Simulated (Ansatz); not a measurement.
## PbC (model cell, started as wurtzite): from the cell to its phonons

Task: relax PbC (model cell, started as wurtzite), then find its harmonic phonons.

Main program and level: Ansatz 0.2.0; DFT PBEsol, scalar-relativistic, plane waves, PAW.

The structure was built from a prototype and need not be the compound's stable phase.

## (1) Starting point

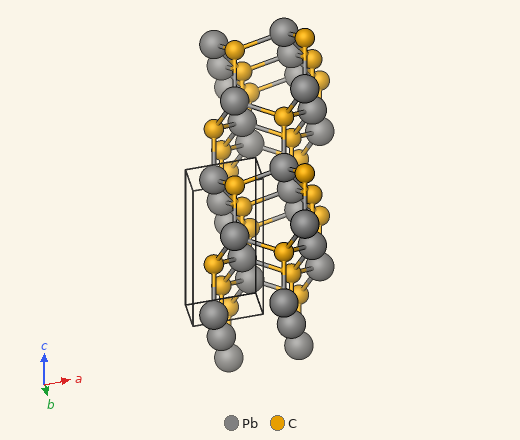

The starting structure, seen from a free direction (lead grey, carbon orange). 2×3×2 cells are drawn. Some periodic images of atoms are drawn too.

## (2) Coarse relaxation

The start is far from rest, so a relaxation with loose tolerances brings it close first.

input.yaml

```yaml
crystal:
  lattice:
    - [3.49216, 0.0, 0.0]
    - [-1.74608, 3.0243, 0.0]
    - [0.0, 0.0, 5.70269]
  atoms:
    - { symbol: Pb, position: [0.333333, 0.666667, 0.0] }
    - { symbol: Pb, position: [0.666667, 0.333333, 0.5] }
    - { symbol: C, position: [0.333333, 0.666667, 0.375] }
    - { symbol: C, position: [0.666667, 0.333333, 0.875] }
kpoints:
  mp_grid: { grid: [6, 6, 4] }
hamiltonian:
  xc: pbesol
scf:
  occupations: { method: gaussian, width: 0.1 }
output:
  forces: true
  stress: true
  eigenvalues: true
relax:
  adjacent_minimum: "off"
  f_tol: 0.05
  max_steps: 80
  cell: { stress_tol: 0.5 }
```

The run is started by

```console
$ ansatz run input.yaml --threads 4 --pin off --max-ram 7168MiB --backend cpu --events-out ev --progress --plain --runs-dir out
```

Numbers of over 12 decimals in the logs are rounded to 6 here.

The program printed:

```text
[...]
cell:  # Å, volume = 73.0339 Å³
    - [3.719844, -8.425991369566618e-18, 0]
    - [-1.859922, 3.221480, 0]
    - [0, 0, 6.094592]
  atoms:
    - { symbol: Pb, position: [0.333333, 0.666667, -0.000259055] }
    - { symbol: Pb, position: [0.666667, 0.333333, 0.499741] }
    - { symbol: C, position: [0.333333, 0.666667, 0.375259] }
    - { symbol: C, position: [0.666667, 0.333333, 0.875259] }
[key lines of the parts left out:]
SCF converged after 4 iterations
Free energy (F): -23997.372822 eV
Fermi energy:    10.572251 eV
P = ⅓ Tr σ = 0.0269 GPa (0.269 kbar)
```

Run time: 28 s. Hardware: 4 threads of Arm Neoverse N1, shared host; peak memory 0.39 GiB.

Relaxation path:

```
step  energy less that of the first step (eV)  largest force component (eV/Å)  pressure (GPa)  volume (Å³)
   1                                   0.0000                          0.0217           30.02        60.23
   2                                  -0.8980                          0.0282            6.39        68.84
   3                                  -0.9633                          0.0106            1.64        71.62
   4                                  -0.9678                          0.0207            0.13        72.64
  5*                                  -0.9961                          0.0204            0.56        72.64
   6                                  -0.9966                          0.0097            0.03        73.03
  7*                                  -0.9970                          0.0098            0.03        73.03
```

Relaxation steps marked * repeat the geometry before them on a plane-wave basis chosen anew for their cell, so energy and pressure can jump there.

The run keeps the 12 symmetry operations that it works with, so distortions that break them were not tested.

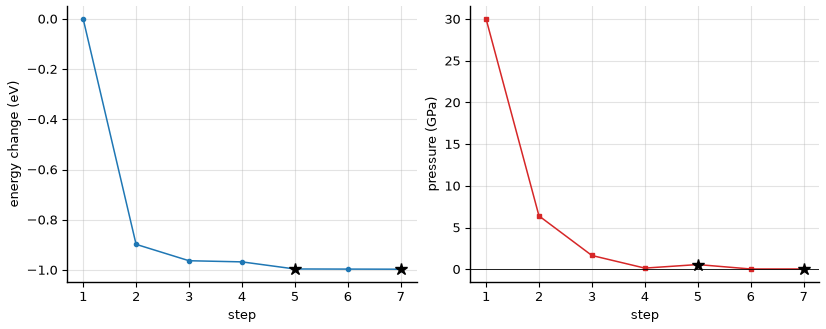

Energy and pressure along the relaxation. Stars mark steps on a basis chosen anew.

```csv
"conventional cell, symmetrised",before,after,change
a (Å),3.492,3.720,+6.5 %
b (Å),3.492,3.720,+6.5 %
c (Å),5.703,6.095,+6.9 %
volume (Å³/atom),15.06,18.26,+21.3 %
```

Final coordinates:

```xyz
4
Lattice="3.7198 0.0000 0.0000 -1.8599 3.2215 0.0000 0.0000 0.0000 6.0946" Properties=species:S:1:pos:R:3 pbc="T T T"
Pb    0.0000    2.1477   -0.0016
Pb    1.8599    1.0738    3.0457
C     0.0000    2.1477    2.2871
C     1.8599    1.0738    5.3343
```

This step gave:

```yaml
pressure: 0.02693 GPa
volume_per_atom: 18.26 Å³
gap_on_the_k_mesh: 0 eV
```

In this step the volume went from 15.06 to 18.26 Å³/atom.

## (3) Bringing the structure to rest

The cell and atoms are relaxed, since residual forces and stress would shift the frequencies.

input.yaml

```yaml
crystal:
  lattice:
    - [3.7198441687, 0.0, 0.0]
    - [-1.8599220843, 3.2214795482, 0.0]
    - [0.0, 0.0, 6.0945922567]
  atoms:
    - { symbol: Pb, position: [0.3333333333, 0.6666666667, -0.0002590553] }
    - { symbol: Pb, position: [0.6666666667, 0.3333333333, 0.4997409447] }
    - { symbol: C, position: [0.3333333333, 0.6666666667, 0.3752590553] }
    - { symbol: C, position: [0.6666666667, 0.3333333333, 0.8752590553] }
kpoints:
  mp_grid: { grid: [12, 12, 6] }
hamiltonian:
  xc: pbesol
scf:
  occupations: { method: gaussian, width: 0.1 }
output:
  forces: true
  stress: true
  eigenvalues: true
  write_density: true
  write_potential: true
  elf: true
  volumetric_format: npy
relax:
  adjacent_minimum: "off"
  f_tol: 0.005
  max_steps: 80
  cell: { stress_tol: 0.05 }
```

The program printed:

```text
[...]
Crystal: 4 atoms, lattice volume = 73.034 Å³
Basis set: ecut = 420 eV, 1401 PW (Γ), exchange–correlation on 50×50×90 points (8 copies of the dense FFT grid, shifted against one another)
Bands: 22, of which v1, the nominal top of the filled ones, is band 18 counted from 1 (17 counted from 0)
Symmetry: 12 space group operations
[...]
k-points: 76 of 864 (time reversal used)
[...]
SCF iter   1: F=—  HF=-23997.414424 eV  |F-HF|=—  |Δ(HF+E_count)|=         —  Δρ=8.76e-3  dr2=7.28e-2  ethr=1.77e-3  ⟨swp⟩=6.1  Hψ=8528  notcnv=0
[...]
SCF iter   6: F=-23997.393574 eV  HF=-23997.393574 eV  |F-HF|=2.54e-8  |Δ(HF+E_count)|=   4.64e-7  Δρ=7.11e-6  dr2=3.01e-8  ethr=2.78e-10  ⟨swp⟩=13.9  Hψ=15796  notcnv=0
SCF 1 converged in 6 iterations: F = -23997.393574 eV  dr2 = 3.01e-8
  Residual-converged pass: ⟨swp⟩=1.1  Hψ=1985  notcnv=0  max |occ|·‖R‖ = 7.0e-9 eV (tolerance 1.0e-8 eV)  dr2=3.01e-8  dr2_onsite=5.31e-9  max |Δocc| = 8.1e-11
[...]
relax step   1: F+E_penalty+E_count = -23997.39357443 eV  Δ(F+E_penalty+E_count) = +0.000e0 eV  max|allowed force component| = 5.623e-3 eV/Å  Δτ_max = 0.0000 Å  P = +0.043 GPa  Ω = 73.034 Å³  (6 SCF iters, dr2 threshold 1.00e-7 eV, accepted)
Crystal: 4 atoms, lattice volume = 73.077 Å³
[...]
SCF iter   4: F=-23997.393539 eV  HF=-23997.393539 eV  |F-HF|=3.34e-9  |Δ(HF+E_count)|=   2.74e-8  Δρ=2.14e-6  dr2=4.75e-9  ethr=3.73e-11  ⟨swp⟩=8.8  Hψ=13245  notcnv=0
SCF 2 converged in 4 iterations: F = -23997.393539 eV  dr2 = 4.75e-9
relax step   2: F+E_penalty+E_count = -23997.39353922 eV  Δ(F+E_penalty+E_count) = +3.521e-5 eV  max|allowed force component| = 4.123e-4 eV/Å  Δτ_max = 0.0003 Å  P = -0.013 GPa  Ω = 73.077 Å³  energy of the carried Pulay correction = -4.299e-5 eV  (4 SCF iters, dr2 threshold 1.34e-8 eV, accepted)
[...]
SCF iter   1: F=—  HF=-23997.393589 eV  |F-HF|=—  |Δ(HF+E_count)|=         —  Δρ=3.06e-6  dr2=7.67e-9  ethr=4.39e-7  ⟨swp⟩=3.4  Hψ=13593  notcnv=0
eigensolver tolerance schedule: the retry pair's looser diagonalisation over-reported the residual by 20590.72 of it (diagonalisation noise at an unbounded share of the residual, at the tolerance the schedule requests for it); recorded, not acted on — ethr = c·dr2/N_el stays at c = 1.0e-1
[...]
SCF iter   2: F=—  HF=-23997.393590 eV  |F-HF|=—  |Δ(HF+E_count)|=   1.14e-6  Δρ=2.89e-6  dr2=5.29e-9  ethr=2.13e-11  ⟨swp⟩=4.0  Hψ=4188  notcnv=0
[...]
SCF iter   6: F=-23997.393590 eV  HF=-23997.393590 eV  |F-HF|=0.00e0  |Δ(HF+E_count)|=  8.73e-11  Δρ=1.25e-7  dr2=1.26e-11  ethr=1.00e-12  ⟨swp⟩=7.3  Hψ=10458  notcnv=0
SCF 3 converged in 6 iterations: F = -23997.393590 eV  dr2 = 1.26e-11
relax step   3: F+E_penalty+E_count = -23997.39358999 eV  Δ(F+E_penalty+E_count) = -5.076e-5 eV  max|allowed force component| = 4.113e-4 eV/Å  Δτ_max = 0.0000 Å  P = -0.012 GPa  Ω = 73.077 Å³  stress off target by 1.44e-2 GPa  SCF on the basis re-selected at this cell (its energy is not comparable with the rows above)  (6 SCF iters)
[...]
SCF converged after 6 iterations
Free energy (F): -23997.393590 eV
[...]
Internal energy: -23997.393335 eV  (E = F + TS)
E sigma→0 (E₀):  -23997.393462 eV
Entropy (-TS):   -0.000255 eV (-0.064 meV/atom)
Fermi energy:    10.584490 eV
[...]
--- Forces (eV/Å), atoms counted from 1 ---
  atom   1  Pb    -0.00000000     0.00000000    -0.00041131
  atom   2  Pb    -0.00000000     0.00000000    -0.00041131
  atom   3  C      0.00000000    -0.00000000     0.00041126
  atom   4  C     -0.00000000    -0.00000000     0.00041126
  max |Σ_I F_I| component: 9.69e-8 eV/Å
--- Stress (GPa, compression-positive) ---
       -0.014357      -0.000000      -0.000000
        0.000000      -0.014357      -0.000000
       -0.000000      -0.000000      -0.007591
  P = ⅓ Tr σ = -0.0121 GPa (-0.121 kbar)
--- Band table (eV; the first three rows and the last of 76) ---
  k-point 0: bands = [... 14 lower, 9.2766, 9.4894, 10.4401, 10.5503, 10.5503, 10.7860, 15.8816, 15.8816]
  k-point 1: bands = [... 14 lower, 9.3504, 9.3504, 10.4504, 10.4504, 10.8606, 10.9950, 15.6753, 15.9585]
  k-point 2: bands = [... 14 lower, 9.5593, 9.5593, 10.1908, 10.1908, 11.0761, 11.4462, 15.0926, 15.9383]
  k-point 75: bands = [... 14 lower, 6.3124, 6.3124, 8.6986, 8.6986, 12.7981, 12.7981, 15.3621, 15.3621]
--- Relaxed structure (2 steps of the walk, 2 accepted, 1 SCFs on fresh bases) ---
[...]
cell:  # Å, volume = 73.0768 Å³
    - [3.720530, -2.8872749828179798e-11, 0]
    - [-1.860265, 3.222073, 0]
    - [0, 0, 6.095918]
  atoms:
    - { symbol: Pb, position: [0.333333, 0.666667, -0.000305005] }
    - { symbol: Pb, position: [0.666667, 0.333333, 0.499695] }
    - { symbol: C, position: [0.333333, 0.666667, 0.375305] }
    - { symbol: C, position: [0.666667, 0.333333, 0.875305] }
```

Wall time 57 s (4 threads); peak memory 0.48 GiB.

Little changed from the start: no atom moved by 0.005 Å and no cell edge by 0.1 %.

Numbers from this step:

```
pressure        : -0.01210 GPa
volume per atom : 18.27 Å³
```

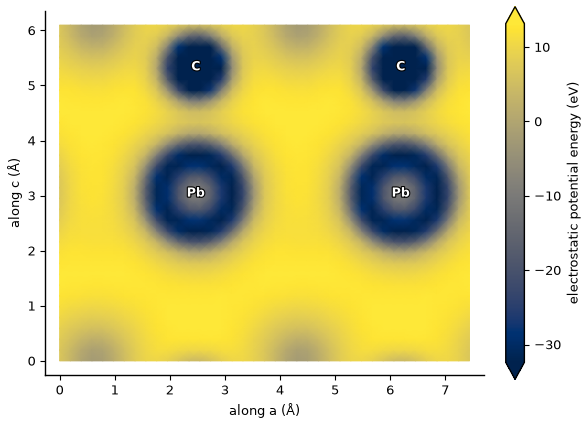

Electrostatic potential energy in the ac plane at fractional y = 0.333, with atoms of Pb and C within 0.2 Å of it. With pseudopotentials it is smooth inside the atoms' cores, unlike the true potential.

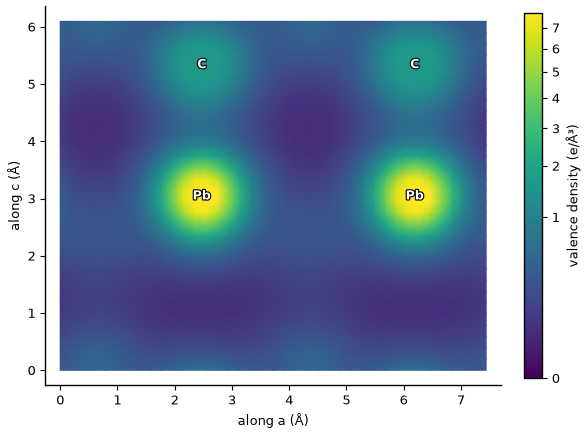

Valence density in the ac plane at fractional y = 0.333, with atoms of Pb and C within 0.2 Å of it. It is the smooth field of the valence electrons, not physical close to the nuclei. The colour scale is stretched toward low values.

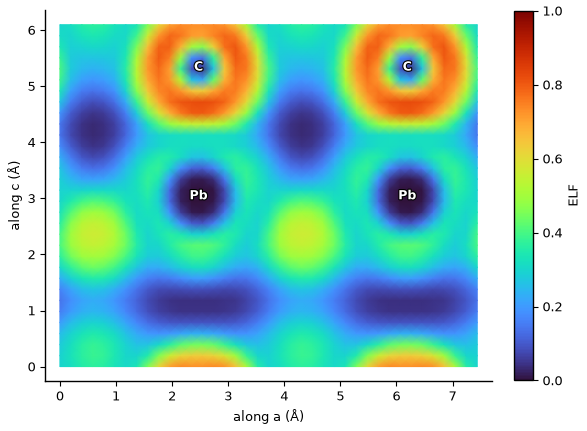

ELF in the ac plane at fractional y = 0.333, with atoms of Pb and C within 0.2 Å of it. It is the smooth field of the valence electrons, not physical close to the nuclei.

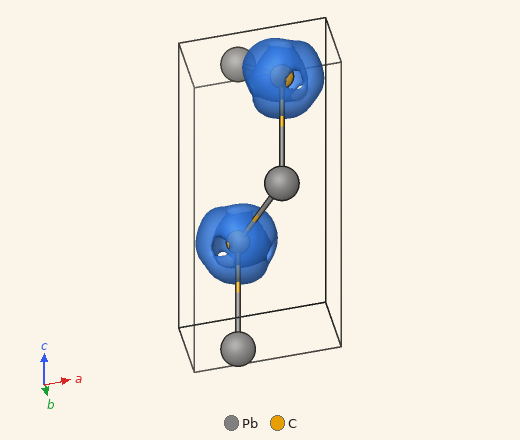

Surface of ELF = 0.75.

In this step the volume went from 18.26 to 18.27 Å³/atom.

## (4) Relaxing to small forces for the phonons

Phonons need a cell at rest on their own settings, so the relaxation is repeated with tight tolerances on forces and stress, using the mesh and the filling of the phonon run that follows.

input.yaml

```yaml
crystal:
  lattice:
    - [3.7205297519, 0.0, 0.0]
    - [-1.8602648759, 3.2220732807, 0.0]
    - [0.0, 0.0, 6.0959176946]
  atoms:
    - { symbol: Pb, position: [0.3333333333, 0.6666666667, -0.0003050049] }
    - { symbol: Pb, position: [0.6666666667, 0.3333333333, 0.4996949951] }
    - { symbol: C, position: [0.3333333333, 0.6666666667, 0.3753050049] }
    - { symbol: C, position: [0.6666666667, 0.3333333333, 0.8753050049] }
kpoints:
  mp_grid: { grid: [12, 12, 6] }
hamiltonian:
  xc: pbesol
scf:
  occupations: { method: methfessel_paxton, width: 0.15 }
output:
  forces: true
  stress: true
  eigenvalues: true
relax:
  adjacent_minimum: "off"
  f_tol: 0.001
  max_steps: 60
  cell: { stress_tol: 0.01 }
```

The program printed:

```text
[...]
Crystal: 4 atoms, lattice volume = 73.077 Å³
Basis set: ecut = 420 eV, 1401 PW (Γ), exchange–correlation on 50×50×90 points (8 copies of the dense FFT grid, shifted against one another)
Bands: 22, of which v1, the nominal top of the filled ones, is band 18 counted from 1 (17 counted from 0)
Symmetry: 12 space group operations
[...]
k-points: 76 of 864 (time reversal used)
[...]
--- Relaxed structure (2 steps of the walk, 2 accepted, 1 SCFs on fresh bases) ---
[...]
cell:  # Å, volume = 73.0630 Å³
    - [3.720096, -2.8864121775272595e-11, 0]
    - [-1.860048, 3.221698, 0]
    - [0, 0, 6.096188]
  atoms:
    - { symbol: Pb, position: [0.333333, 0.666667, -0.000285773] }
    - { symbol: Pb, position: [0.666667, 0.333333, 0.499714] }
    - { symbol: C, position: [0.333333, 0.666667, 0.375286] }
    - { symbol: C, position: [0.666667, 0.333333, 0.875286] }
[key lines of the parts left out:]
SCF converged after 8 iterations
Free energy (F): -23997.393323 eV
Fermi energy:    10.554762 eV
P = ⅓ Tr σ = 0.0044 GPa (0.044 kbar)
```

It took 48 s on 4 threads; peak memory 0.48 GiB; 86 s of CPU time.

Little changed from the start: no atom moved by 0.005 Å and no cell edge by 0.1 %.

This step gave:

| Item | Value |
| --- | --- |
| pressure | 0.004440 GPa |

The largest force component left is 0.32 meV/Å and the pressure is 0.004 GPa, within the tolerances set. The cell now holds 18.27 Å³/atom.

## (5) Modes at Γ

The zone centre comes first: it holds the modes that light can see, as far as symmetry allows. No field response is asked, since the mesh shows no gap.

input.yaml, the sections that differ from step 4:

```yaml
crystal:
  lattice:
    - [3.7200962643, 0.0, 0.0]
    - [-1.8600481321, 3.2216978694, 0.0]
    - [0.0, 0.0, 6.096187672]
  atoms:
    - { symbol: Pb, position: [0.3333333333, 0.6666666667, -0.000285773] }
    - { symbol: Pb, position: [0.6666666667, 0.3333333333, 0.499714227] }
    - { symbol: C, position: [0.3333333333, 0.6666666667, 0.375285773] }
    - { symbol: C, position: [0.6666666667, 0.3333333333, 0.875285773] }
output:
  eigenvalues: true
phonons:
  method: dfpt
# kpoints, hamiltonian, scf: as in step 4
# relax: removed
```

The program printed:

```text
[...]
Crystal: 4 atoms, lattice volume = 73.063 Å³
Basis set: ecut = 420 eV, 1401 PW (Γ), exchange–correlation on 50×50×96 points (8 copies of the dense FFT grid, shifted against one another)
Bands: 22, of which v1, the nominal top of the filled ones, is band 18 counted from 1 (17 counted from 0)
Symmetry: 12 space group operations
k-points: 242 of 864 (irreducible under 2 space group operations, time reversal used)
[...]
SCF iter   1: F=—  HF=-23997.413914 eV  |F-HF|=—  |Δ(HF+E_count)|=         —  Δρ=8.76e-3  dr2=7.28e-2  ethr=1.77e-3  ⟨swp⟩=6.0  Hψ=26738  notcnv=0
[...]
SCF iter   9: F=-23997.393323 eV  HF=-23997.393323 eV  |F-HF|=0.00e0  |Δ(HF+E_count)|=  2.55e-11  S|Δr|=    0.00e0  Δρ=5.96e-8  dr2=2.24e-12  ethr=1.00e-12  ⟨swp⟩=9.2  Hψ=33153  notcnv=0
SCF 1 converged in 9 iterations: F = -23997.393323 eV  dr2 = 2.24e-12
[...]
DFPT response loops at Γ: preconditioner auto → Kerker (q_TF=auto, 2.425 Å⁻¹) (partly filled bands, converged f_vac=0.009); β = 1.00, the filter's whole step (`scf.mixing.beta` (0.50) is not read by the response loops under this deck's `scf.mixing.preconditioner`; to damp them name `kerker` or `kerker_dos`, under which they read `scf.mixing.beta`, and type it under 1.00, their step now; both keys bind the ground state too); Broyden in place of MSR1
SCF converged after 9 iterations
[...]
Free energy (F): -23997.393323 eV
[...]
Internal energy: -23997.393646 eV  (E = F + TS)
E sigma→0 (E₀):  -23997.393404 eV
Entropy (-TS):   0.000324 eV (0.081 meV/atom)
Fermi energy:    10.554762 eV
[...]
--- Band table (eV; the first three rows and the last of 242) ---
  k-point 0: bands = [... 14 lower, 9.2799, 9.4931, 10.4424, 10.5535, 10.5535, 10.7916, 15.8862, 15.8862]
  k-point 1: bands = [... 14 lower, 9.3537, 9.3537, 10.4536, 10.4536, 10.8661, 10.9981, 15.6781, 15.9631]
  k-point 2: bands = [... 14 lower, 9.5627, 9.5627, 10.1941, 10.1941, 11.0813, 11.4500, 15.0960, 15.9413]
  k-point 241: bands = [... 14 lower, 6.9463, 6.9463, 8.4918, 8.4918, 12.8214, 12.8214, 15.0744, 15.0744]
--- Phonons (Γ-DFPT): 4 representative perturbations + reference, on 242 of 864 k-points (Σ response iterations 12) ---
  k mesh reduced under 2 symmetry operations, with k and −k counted as one. Each operation leaves every solved perturbation unchanged. A smaller set is not used because it would not reduce the number of displacements times k-points to solve
  ASR residual: 1.824e-5 → 0.000e0 eV/Å²; symmetrization residual: 3.874e-6 eV/Å²
  ASR residual per site (eV/Å²): 1.82e-5 1.82e-5 1.74e-5 1.74e-5
  Γ frequencies (cm⁻¹): 0.00 0.00 0.00 60.07 60.07 162.40 467.86 478.71 478.71 484.29 484.29 546.31
  non-analytic LO–TO correction: not included (Born effective charges unavailable; polar crystals: no LO–TO splitting at Γ)
```

Elapsed: 2.6 min, on 4 threads; peak memory 1.4 GiB.

The column dr2 measures how far the density is from self-consistency, as an energy; F and HF (Harris–Foulkes) agree once it is small.

Numbers from this step:

* sum-rule residual before enforcement: 1.82e-5 eV/Å²
* point group: 6mm
* highest optical mode at the zone centre (no LO-TO term): 546.3 cm⁻¹
* lowest optical zone-centre mode: 60.07 cm⁻¹

Patterns of degenerate modes are one choice out of their space. The modes at Γ (shares of kinetic energy by element, %):

```
mode  frequency (cm⁻¹)  symmetry  Pb %  C %
   1               0.0  acoustic    95    5
   2               0.0  acoustic    95    5
   3               0.0  acoustic    95    5
   4              60.1        E2    96    4
   5              60.1        E2    96    4
   6             162.4        B1   100    0
   7             467.9        A1     5   95
   8             478.7        E2     4   96
   9             478.7        E2     4   96
  10             484.3        E1     5   95
  11             484.3        E1     5   95
  12             546.3        B1     0  100
```

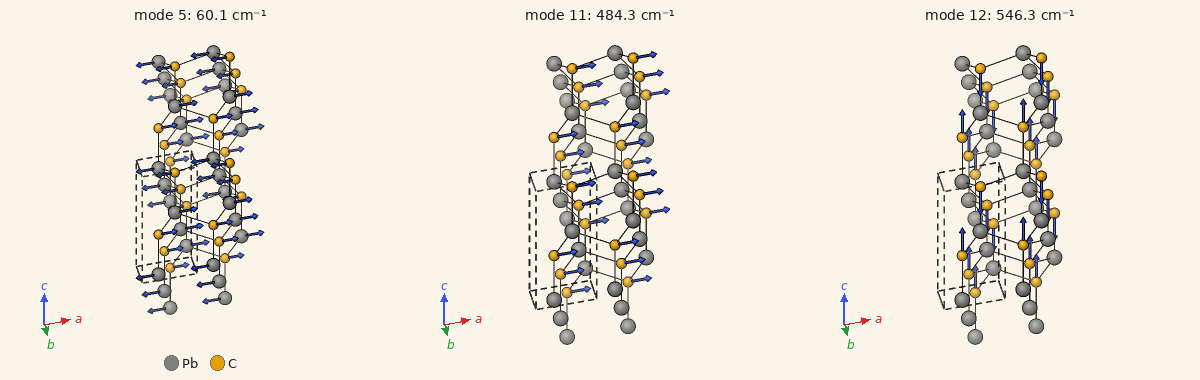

Displacement patterns of modes 5, 11 and 12 at Γ; arrows are exaggerated. 2×3×2 cells are drawn. Some periodic images of atoms are drawn too.

Before it was imposed, the acoustic sum rule was missed by 1.8e-5 eV/Å². Small misses are needed for a sound result but don't prove that mesh and cutoff are converged. The lowest optical mode is real, 60.1 cm⁻¹.

[end of part 1 of 2]

[Logs are printed without paths, hosts, clocks, repeated set-up lines and the standing remarks that a program may print on its own settings, such as how far it seeks lower states.]

[Hosts, paths, dates, database ids (printed as entryN), source tags and the programs' standing remarks are cut or masked in the printed files.]
